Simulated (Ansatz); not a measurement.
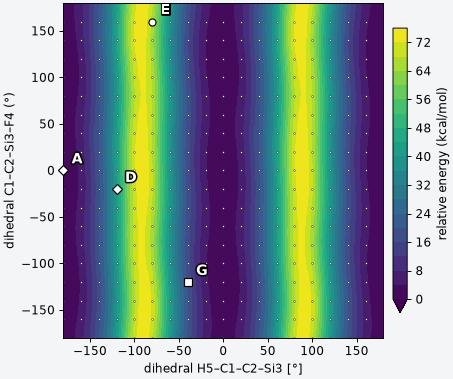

C₂H₅FSi, SMILES C=C[SiH2]F. 
- The first coordinate is: dihedral H5–C1–C2–Si3; the second: dihedral C1–C2–Si3–F4.
- Nothing is relaxed (all other coordinates rigid).
- The scan uses an 18 × 18 grid.
- Points are written as (first, second).
- Energies are in kcal/mol, from the lowest grid point.
- The dihedral twists a double bond; near 90° a spin-restricted reference is unreliable.
- These are results of Ansatz, RKS PBE-D4/def2-SVP, not measurements.

In the figure: filled contours, dots at the grid points, lettered points. Between grid points the surface is interpolated.

Question: What kind of point is each of A, D, E, G: minimum, saddle, maximum or slope?

Answer: A: minimum; D: on a slope; E: on a slope; G: on a slope. (In these two coordinates alone; a stationary point may lie a little off the grid point.)

Question: Rank the lettered points by energy, lowest first.

Answer: A (0.12 kcal/mol), G (18 kcal/mol), D (41 kcal/mol), E (66 kcal/mol).
